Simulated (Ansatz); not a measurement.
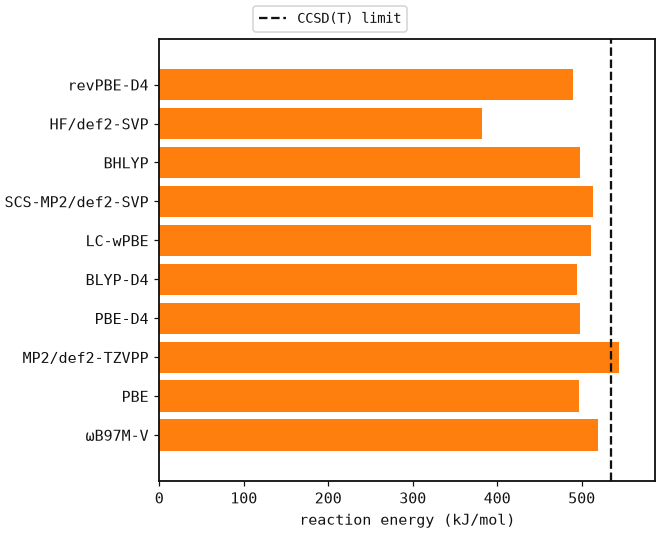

Electronic reaction energy of SiH₄O₂ (O[SiH2]O) → H ([H]) [doublet] + SiH₃O₂ ([O][SiH2]O) [doublet] (SMILES in brackets) at several levels (functionals in def2-TZVPP unless a basis is named), isolated molecules at PBE0-D4 triple-zeta geometries, minima by their frequencies, no zero-point or thermal terms, the Ansatz code. The line is frozen-core CCSD(T) at the basis limit (MP2 extrapolated from triple and quadruple zeta, plus CCSD(T) less MP2 in a smaller set). No dispersion term is added to BHLYP, LC-wPBE and PBE. The distance of HF/def2-SVP, SCS-MP2/def2-SVP and MP2/def2-TZVPP to the limit includes basis error. The limit lies 13.8 kJ/mol from CCSD(T)/def2-TZVPP, so the line itself is uncertain by a part of that.

**What do zero-point energy and temperature add?**

Zero-point change −34.1 kJ/mol; at 298.15 K and 1 bar the CCSD(T) limit plus thermal terms gives an enthalpy of reaction of 506.6 and a free energy of 470.1 kJ/mol (harmonic PBE0-D4 modes, ideal gas).

**Which level comes closest to the line (CCSD(T) limit), and which misses most?**

Closest MP2/def2-TZVPP (543.7 kJ/mol), against 535.0 kJ/mol; farthest HF/def2-SVP (381.7 kJ/mol).
